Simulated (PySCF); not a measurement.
## Energy and gradient calculation of SnNH3F

The run: energy and gradient calculation of SnNH3F, multiplicity 2, SMILES [NH2][SnH][F]. Method and program: PBE0/def2-SVP, UKS, core potentials def2-svp (PySCF 2.14.0).

The geometry comes from this level: PBE0-D4/def2-TZVP. Figures and captions count atoms from 1; the log counts them from 0 in places.

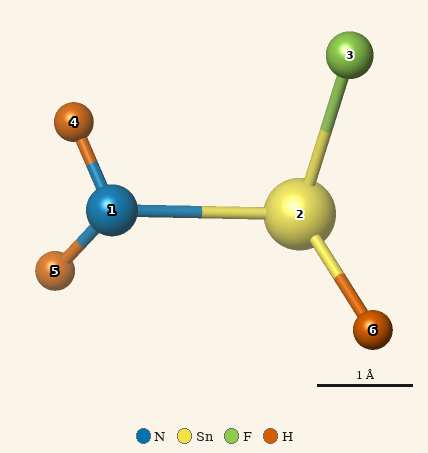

Fig. 1: The structure as given in the input (ball-and-stick view, seen at a tilt; atoms are numbered from 1 in the order of the input). Sticks mark near contacts.

### Input file (calc.py)
```python
import pyscf.grad
from pyscf import gto, dft

mol = gto.Mole()
mol.atom = [
    ('N', (-0.572300, 0.218600, -0.844500)),
    ('Sn', (0.196000, -0.531800, 0.883000)),
    ('F', (2.076100, -0.368700, 0.452600)),
    ('H', (-0.046400, -0.061900, -1.664800)),
    ('H', (-1.552900, 0.032100, -1.016500)),
    ('H', (-0.058500, 0.647800, 2.143900)),
]
mol.max_memory = 1860
mol.spin = 1
mol.ecp = {'Sn': 'def2-svp'}
mol.basis = 'def2-svp'
mol.verbose = 4
mol.build()

mf = dft.UKS(mol, xc='pbe0')
mf.grids.level = 5
mf.conv_tol = 1e-10
mf.kernel()
if not mf.converged:
    mf = mf.newton().run(mf.mo_coeff, mf.mo_occ)

e_tot = mf.e_tot
print(f'total energy: {e_tot:.8f} hartree')
grad = mf.Gradients().kernel()
dip = mf.dip_moment()
pop, q = mf.mulliken_pop()
```

Hardware: 1 thread of Intel Xeon (Sapphire Rapids), 16 GiB of memory available, shared host.

Launched with:
```bash
OMP_NUM_THREADS=1 python calc.py
```

### What the program printed
```
PySCF version 2.14.0

[INPUT] num. atoms = 6
[INPUT] num. electrons = 41
[INPUT] charge = 0
[INPUT] spin (= nelec alpha-beta = 2S) = 1
[INPUT] symmetry False subgroup None
[INPUT] Mole.unit = angstrom
[INPUT] Symbol           X                Y                Z      unit          X                Y                Z       unit  Magmom
[INPUT]  1 N     -0.572300000000   0.218600000000  -0.844500000000 AA   -1.081490261089   0.413094130830  -1.595873712195 Bohr   0.0
[INPUT]  2 Sn     0.196000000000  -0.531800000000   0.883000000000 AA    0.370386320415  -1.004956353044   1.668628167991 Bohr   0.0
[INPUT]  3 F      2.076100000000  -0.368700000000   0.452600000000 AA    3.923260407210  -0.696742022127   0.855290043978 Bohr   0.0
[INPUT]  4 H     -0.046400000000  -0.061900000000  -1.664800000000 AA   -0.087683292180  -0.116974047111  -3.146016052176 Bohr   0.0
[INPUT]  5 H     -1.552900000000   0.032100000000  -1.016500000000 AA   -2.934555698837   0.060660208599  -1.920906605620 Bohr   0.0
[INPUT]  6 H     -0.058500000000   0.647800000000   2.143900000000 AA   -0.110548978287   1.224164583493   4.051383838455 Bohr   0.0

nuclear repulsion = 134.387417643744
number of shells = 31
number of NR pGTOs = 130
number of NR cGTOs = 69
basis = def2-svp
ecp = {'Sn': 'def2-svp'}

******** <class 'pyscf.dft.uks.UKS'> ********
method = UKS
initial guess = minao
damping factor = 0
level_shift factor = 0
DIIS = <class 'pyscf.scf.diis.CDIIS'>
diis_start_cycle = 1
diis_space = 8
diis_damp = 0
SCF conv_tol = 1e-10
SCF conv_tol_grad = None
SCF max_cycles = 50
direct_scf = True
direct_scf_tol = 1e-13
number electrons alpha = 21  beta = 20
XC library pyscf.dft.libxc version 7.0.0
    S. Lehtola, C. Steigemann, M. J.T. Oliveira, and M. A.L. Marques.,  SoftwareX 7, 1–5 (2018)
XC functionals = pbe0
radial grids:
    Treutler-Ahlrichs [JCP 102, 346 (1995); DOI:10.1063/1.469408] (M4) radial grids

becke partition: Becke, JCP 88, 2547 (1988); DOI:10.1063/1.454033
pruning grids: <function nwchem_prune>
grids dens level: 5
symmetrized grids: False
atomic radii adjust function: <function treutler_atomic_radii_adjust>
small_rho_cutoff = 0
Set gradient conv threshold to 1e-05
tot grids = 203616
init E= -347.510927571572
  alpha nocc = 21  HOMO = -0.685410557319667  LUMO = -0.63127394729738
  beta  nocc = 20  HOMO = -0.828622466928838  LUMO = -0.685410557319667

WARN: HOMO -0.685410557319667 >= LUMO -0.685410557319667

cycle= 1 E= -369.121021242671  delta_E= -21.6  |g|= 1.69  |ddm|= 5.01
  alpha nocc = 21  HOMO = -0.0840006470886543  LUMO = -0.00996758358318672
  beta  nocc = 20  HOMO = -0.108799102032457  LUMO = -0.0754784992769508
  HOMO = -0.0840006470887  LUMO = -0.075478499277  gap/eV = 0.23190
cycle= 2 E= -368.508798543501  delta_E= 0.612  |g|= 1.93  |ddm|= 5.28
  alpha nocc = 21  HOMO = -0.166083150849143  LUMO = 0.00698709744320425
  beta  nocc = 20  HOMO = -0.209552008394599  LUMO = -0.0999003030811529
  HOMO = -0.166083150849  LUMO = -0.0999003030812  gap/eV = 1.80093
cycle= 3 E= -370.222833641825  delta_E= -1.71  |g|= 0.526  |ddm|= 3.77
  alpha nocc = 21  HOMO = -0.20016929841562  LUMO = -0.0058675425286023
  beta  nocc = 20  HOMO = -0.322476536075597  LUMO = -0.164518184982189
  HOMO = -0.200169298416  LUMO = -0.164518184982  gap/eV = 0.97012
cycle= 4 E= -370.309559949628  delta_E= -0.0867  |g|= 0.451  |ddm|= 0.954
  alpha nocc = 21  HOMO = -0.213775364417579  LUMO = 0.00921553919479886
  beta  nocc = 20  HOMO = -0.277357726480961  LUMO = -0.126816258690368
  HOMO = -0.213775364418  LUMO = -0.12681625869  gap/eV = 2.36628
cycle= 5 E= -370.40342915784  delta_E= -0.0939  |g|= 0.0827  |ddm|= 0.332
  alpha nocc = 21  HOMO = -0.226584927353873  LUMO = 0.00549283268353307
  beta  nocc = 20  HOMO = -0.276341234730459  LUMO = -0.124786784628476
  HOMO = -0.226584927354  LUMO = -0.124786784628  gap/eV = 2.77007
cycle= 6 E= -370.407666176651  delta_E= -0.00424  |g|= 0.0361  |ddm|= 0.116
  alpha nocc = 21  HOMO = -0.227623684833834  LUMO = 0.00503500168148463
  beta  nocc = 20  HOMO = -0.279651511909623  LUMO = -0.122557026415123
  HOMO = -0.227623684834  LUMO = -0.122557026415  gap/eV = 2.85901
cycle= 7 E= -370.408169651335  delta_E= -0.000503  |g|= 0.02  |ddm|= 0.0411
  alpha nocc = 21  HOMO = -0.227508587223024  LUMO = 0.00554956567287945
  beta  nocc = 20  HOMO = -0.280469617252106  LUMO = -0.120183511643493
  HOMO = -0.227508587223  LUMO = -0.120183511643  gap/eV = 2.92046
cycle= 8 E= -370.408405863867  delta_E= -0.000236  |g|= 0.00494  |ddm|= 0.0268
  alpha nocc = 21  HOMO = -0.228050177104205  LUMO = 0.00522365630146027
  beta  nocc = 20  HOMO = -0.280868695460686  LUMO = -0.120299279617317
  HOMO = -0.228050177104  LUMO = -0.120299279617  gap/eV = 2.93205
cycle= 9 E= -370.408434029842  delta_E= -2.82e-05  |g|= 0.00155  |ddm|= 0.0137
  alpha nocc = 21  HOMO = -0.228048976797183  LUMO = 0.00518131679064382
  beta  nocc = 20  HOMO = -0.280772783700382  LUMO = -0.120367558896636
  HOMO = -0.228048976797  LUMO = -0.120367558897  gap/eV = 2.93016
cycle= 10 E= -370.408436204243  delta_E= -2.17e-06  |g|= 0.000579  |ddm|= 0.00299
  alpha nocc = 21  HOMO = -0.228040873500316  LUMO = 0.00516574482308485
  beta  nocc = 20  HOMO = -0.280827499745591  LUMO = -0.120376234546491
  HOMO = -0.2280408735  LUMO = -0.120376234546  gap/eV = 2.92970
cycle= 11 E= -370.408436577809  delta_E= -3.74e-07  |g|= 0.000142  |ddm|= 0.00152
  alpha nocc = 21  HOMO = -0.228032347009702  LUMO = 0.00516475369881775
  beta  nocc = 20  HOMO = -0.280824986170984  LUMO = -0.120377659232904
  HOMO = -0.22803234701  LUMO = -0.120377659233  gap/eV = 2.92943
cycle= 12 E= -370.408436604662  delta_E= -2.69e-08  |g|= 3.29e-05  |ddm|= 0.000392
  alpha nocc = 21  HOMO = -0.22803476869062  LUMO = 0.00516380396432581
  beta  nocc = 20  HOMO = -0.280826084911546  LUMO = -0.120379033532405
  HOMO = -0.228034768691  LUMO = -0.120379033532  gap/eV = 2.92946
cycle= 13 E= -370.408436606056  delta_E= -1.39e-09  |g|= 1.28e-05  |ddm|= 8.75e-05
  alpha nocc = 21  HOMO = -0.228034763428976  LUMO = 0.00516394551400268
  beta  nocc = 20  HOMO = -0.280824175785135  LUMO = -0.120377639346167
  HOMO = -0.228034763429  LUMO = -0.120377639346  gap/eV = 2.92950
cycle= 14 E= -370.408436606234  delta_E= -1.78e-10  |g|= 2.86e-06  |ddm|= 4.07e-05
  alpha nocc = 21  HOMO = -0.22803481733327  LUMO = 0.0051639721264749
  beta  nocc = 20  HOMO = -0.280824329325089  LUMO = -0.120377489600664
  HOMO = -0.228034817333  LUMO = -0.120377489601  gap/eV = 2.92951
cycle= 15 E= -370.40843660624  delta_E= -5.34e-12  |g|= 8.44e-07  |ddm|= 6.92e-06
  alpha nocc = 21  HOMO = -0.228034851724473  LUMO = 0.00516391485079026
  beta  nocc = 20  HOMO = -0.280824087055979  LUMO = -0.120377492806906
  HOMO = -0.228034851724  LUMO = -0.120377492807  gap/eV = 2.92951
```

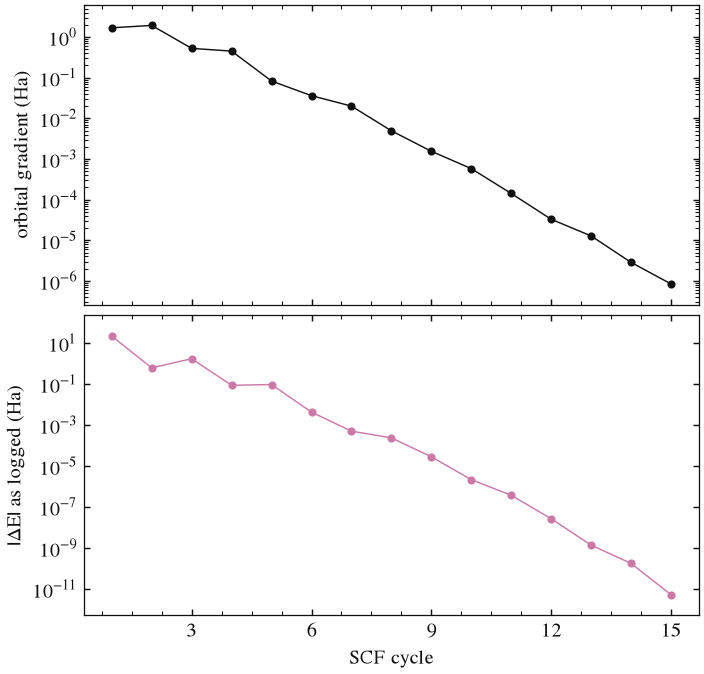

Fig. 2: Convergence of the self-consistent field: orbital gradient and size of the energy change against the SCF cycle. The residual falls almost steadily, with no more than small rises.

```
Extra cycle  E= -370.408436606241  delta_E= -1.65e-12  |g|= 1.16e-06  |ddm|= 2.52e-06
converged SCF energy = -370.408436606241  <S^2> = 0.75645597  2S+1 = 2.0064456
total energy: -370.40843661 hartree

******** <class 'pyscf.grad.uks.Gradients'> for <class 'pyscf.dft.uks.UKS'> ********
unit = Eh/Bohr
grid_response = False
--------------- UKS gradients ---------------
         x                y                z
0 N     0.0006197081    -0.0045336292     0.0005194740
1 Sn     0.0046785002     0.0048205103    -0.0070071207
2 F    -0.0083547081    -0.0004870521     0.0018087447
3 H    -0.0027103440     0.0010257968     0.0047378939
4 H     0.0053195343     0.0007540918     0.0013044051
5 H     0.0004626011    -0.0015607340    -0.0013653680
----------------------------------------------
Dipole moment(X, Y, Z, Debye): -3.07518, -1.18430, -0.44600
 ** Mulliken pop       alpha | beta **
pop of  0 N 1s        0.99378 | 0.99381
pop of  0 N 2s        0.50367 | 0.49542
pop of  0 N 3s        0.25340 | 0.25722
pop of  0 N 2px       0.37390 | 0.36721
pop of  0 N 2py       0.50621 | 0.35983
pop of  0 N 2pz       0.39138 | 0.36649
pop of  0 N 3px       0.18472 | 0.18112
pop of  0 N 3py       0.39941 | 0.33705
pop of  0 N 3pz       0.22803 | 0.21356
pop of  0 N 3dxy      0.00104 | 0.00096
pop of  0 N 3dyz      0.00121 | 0.00115
pop of  0 N 3dz^2     0.00113 | 0.00113
pop of  0 N 3dxz      0.00110 | 0.00110
pop of  0 N 3dx2-y2    0.00089 | 0.00118
pop of  1 Sn 4s        0.80010 | 0.80080
pop of  1 Sn 5s        0.21490 | 0.21064
pop of  1 Sn 6s        0.61150 | 0.52058
pop of  1 Sn 7s        0.21910 | 0.10257
pop of  1 Sn 4px       0.54372 | 0.54385
pop of  1 Sn 4py       0.53738 | 0.54628
pop of  1 Sn 4pz       0.54119 | 0.54081
pop of  1 Sn 5px       0.45648 | 0.45657
pop of  1 Sn 5py       0.46493 | 0.45333
pop of  1 Sn 5pz       0.45994 | 0.46069
pop of  1 Sn 6px       0.14830 | 0.14674
pop of  1 Sn 6py       0.32409 | 0.10647
pop of  1 Sn 6pz       0.21843 | 0.23126
pop of  1 Sn 7px       0.02210 | 0.02109
pop of  1 Sn 7py       0.17861 | 0.09009
pop of  1 Sn 7pz       0.06441 | 0.07898
pop of  1 Sn 4dxy      0.97259 | 0.97432
pop of  1 Sn 4dyz      0.97157 | 0.97316
pop of  1 Sn 4dz^2     0.97184 | 0.97214
pop of  1 Sn 4dxz      0.97340 | 0.97402
pop of  1 Sn 4dx2-y2    0.97261 | 0.97445
pop of  1 Sn 5dxy      0.04862 | 0.04561
pop of  1 Sn 5dyz      0.05497 | 0.04914
pop of  1 Sn 5dz^2     0.04517 | 0.04296
pop of  1 Sn 5dxz      0.05242 | 0.05223
pop of  1 Sn 5dx2-y2    0.04189 | 0.03855
pop of  2 F 1s        0.99513 | 0.99512
pop of  2 F 2s        0.55979 | 0.55765
pop of  2 F 3s        0.42079 | 0.42329
pop of  2 F 2px       0.51898 | 0.50653
pop of  2 F 2py       0.58335 | 0.55995
pop of  2 F 2pz       0.57159 | 0.57030
pop of  2 F 3px       0.33956 | 0.33743
pop of  2 F 3py       0.38052 | 0.37825
pop of  2 F 3pz       0.37796 | 0.37865
pop of  2 F 3dxy      0.00031 | 0.00031
pop of  2 F 3dyz      0.00002 | 0.00002
pop of  2 F 3dz^2     0.00018 | 0.00018
pop of  2 F 3dxz      0.00035 | 0.00035
pop of  2 F 3dx2-y2    0.00052 | 0.00051
pop of  3 H 1s        0.34753 | 0.35553
pop of  3 H 2s        0.05107 | 0.05278
pop of  3 H 2px       0.00743 | 0.00751
pop of  3 H 2py       0.00748 | 0.00616
pop of  3 H 2pz       0.00950 | 0.00914
pop of  4 H 1s        0.35049 | 0.35786
pop of  4 H 2s        0.05121 | 0.05506
pop of  4 H 2px       0.01182 | 0.01160
pop of  4 H 2py       0.00737 | 0.00614
pop of  4 H 2pz       0.00534 | 0.00529
pop of  5 H 1s        0.39182 | 0.27409
pop of  5 H 2s        0.25580 | 0.16140
pop of  5 H 2px       0.00022 | 0.00019
pop of  5 H 2py       0.00184 | 0.00226
pop of  5 H 2pz       0.00194 | 0.00187
In total            21.00000 | 20.00000
 ** Mulliken atomic charges   ( Nelec_alpha | Nelec_beta ) **
charge of  0N =     -0.41711  (     3.83987      3.57724 )
charge of  1Sn =      0.68241  (    10.91025     10.40734 )
charge of  2F =     -0.45759  (     4.74903      4.70856 )
charge of  3H =      0.14588  (     0.42300      0.43112 )
charge of  4H =      0.13783  (     0.42623      0.43594 )
charge of  5H =     -0.09141  (     0.65161      0.43980 )
```

### Key numbers

```json
{"quantity": "outcome", "value": "converged"}
{"quantity": "total energy", "value": "−370.408437 hartree"}
{"quantity": "basis functions", "value": "69"}
{"quantity": "largest force", "value": "0.499 eV/Å"}
{"quantity": "⟨S²⟩", "value": "0.756"}
{"quantity": "dipole moment", "value": "3.33 D"}
{"quantity": "wall time", "value": "22 s"}
{"quantity": "peak memory", "value": "0.7 GiB"}
```

### Notes

Further notes kept with the run: logged alpha LUMO and gap are faulty.
